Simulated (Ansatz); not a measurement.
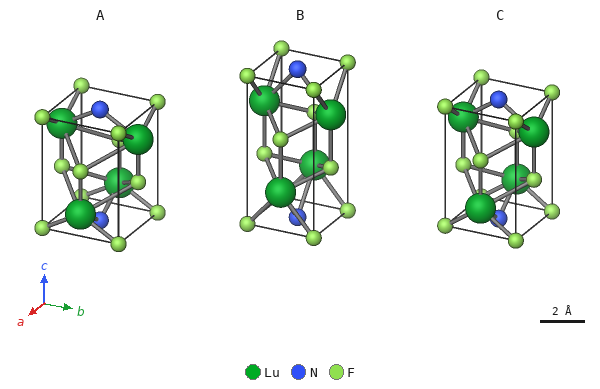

3 geometries from one relaxation of crystalline Lu₂NF₃ (a generated structure, set up in P-4m2) (coarse preliminary run), in shuffled order. The picture is a ball-and-stick view of the cell of the calculation, seen from a free direction.

The calculation used Ansatz 0.2.0, DFT PBE, scalar-relativistic, plane waves, PAW. Settings: plane-wave cutoff 420 eV; k-point mesh 6 × 6 × 4; occupations gaussian; smearing width 0.1 eV; no spin polarisation; cell and atoms relaxed; force threshold 0.04 eV/Å; at most 70 steps.

**Put them in the order of the run, from the start to the converged end.**

B, C, A. They are steps 0, 4, 14, at +6.889 eV per cell of the calculation, +0.490 eV per cell of the calculation relative to the last. After 11 accepted moves (14 points after the start) the energy has fallen by 6.889 eV per cell of the calculation. Largest force component: 4.8 eV/Å at the start, 0.012 eV/Å at the end. The pressure goes from −9.72 to 0.05 GPa. At 3 points the geometry stayed and the basis and grid were re-selected for the new cell (energy shift of 0.163 eV per cell of the calculation at most each time). The largest moves relative to the cell, 0.35 Å, are those of Lu atoms. Largest moves by element: Lu 0.35 Å, F 0.19 Å. N stays in place. The drawn cell changes as follows: a = b 3.398 → 3.905 Å (+14.9 %), c 7.416 → 5.548 Å (−25.2 %); the volume changes by −1.2 %. Among the contacts that change: Lu–Lu 4.554 → 3.525 Å, F–Lu 2.647 → 2.137 Å, Lu–Lu 3.398 → 3.905 Å, F–Lu 2.566 → 3.018 Å. Among the angles between lasting bonds that change: Lu–F–Lu 82.6° → 121.4°, Lu–N–Lu 82.6° → 121.4°, Lu–F–Lu 124.4° → 103.9°. The space group stays P-4m2 (No. 115).
